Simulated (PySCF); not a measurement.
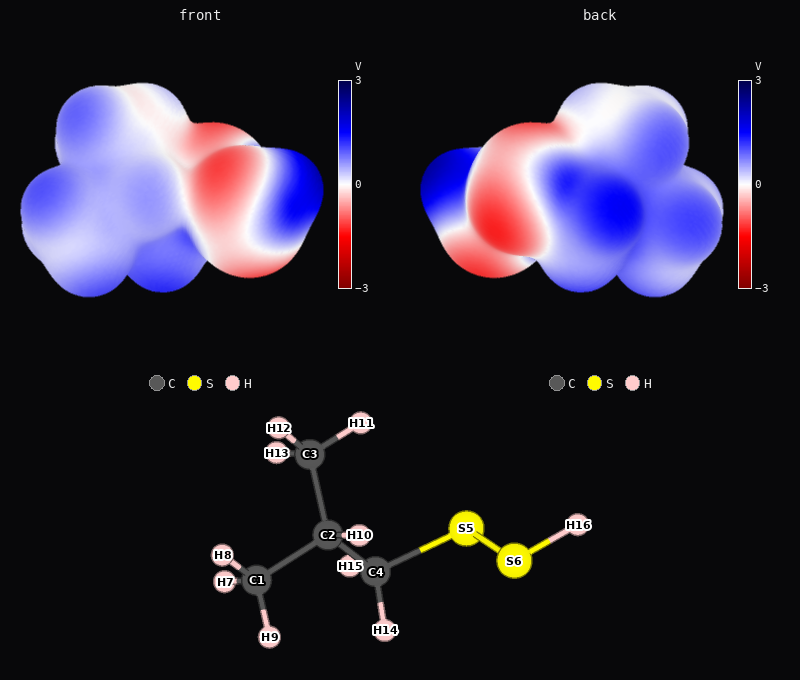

Figure. C4H10S2 (SMILES CC(C)CSS). The electrostatic potential painted on the density surface at 0.004 e/bohr³, seen from the front and from behind; the colour scale runs from red (negative) to blue (positive). The bare structure is drawn below in the same view.

Geometry: GFN2-xTB; a saddle point, not a minimum.

These are results of PBE0/pcSseg-1, SCF density, in a acetonitrile solvent model, non-relativistic (PySCF 2.14.0), not measurements.

```tsv
atom	x (Å)	y (Å)	z (Å)
C	-0.9690	-1.6005	-0.0788
C	-0.2422	-0.2922	0.2248
C	-1.2277	0.7894	0.6546
C	0.5398	0.1451	-1.0095
S	1.5890	1.6009	-0.7236
S	3.0029	0.7409	0.5430
H	-1.6719	-1.4634	-0.8981
H	-1.5214	-1.9323	0.7966
H	-0.2633	-2.3808	-0.3552
H	0.4699	-0.4689	1.0392
H	-0.7102	1.7283	0.8384
H	-1.7391	0.4943	1.5672
H	-1.9724	0.9534	-0.1222
H	1.1860	-0.6531	-1.3767
H	-0.1332	0.4568	-1.8090
H	3.6628	1.8822	0.7094
```

### Describe the electrostatic potential map.

The most negative region (about −1.2 V) lies over S5, the most positive (about +2.2 V) over H16.

### What dipole moment does the calculation give?

Its dipole moment is 1.07 D.
